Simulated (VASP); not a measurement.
Band structure of AlN (relaxed from the rock salt structure, space group Fm-3m). These are r2SCAN meta-GGA, VASP's PBE PAW potentials (set 64) (plane waves; VASP 6.6.1) values and carry that method's errors.

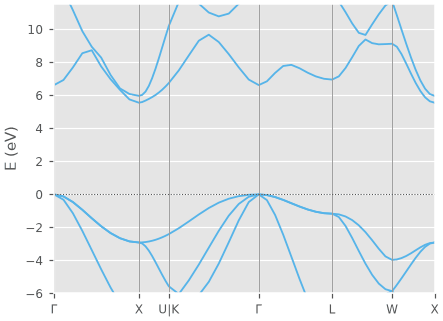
Figure: Bands along high-symmetry lines, zero at the valence-band maximum or, without a gap, the Fermi level

### Question
Read the plot: is there a gap, and where are the band edges?

### Answer
The gap is indirect, 5.56 eV, from the valence maximum at Γ to the conduction minimum at X.

The structure was generated: AlN was put into the rock salt type (Fm-3m), which need not be its known phase. It was relaxed first, which changed the volume by -8 %.
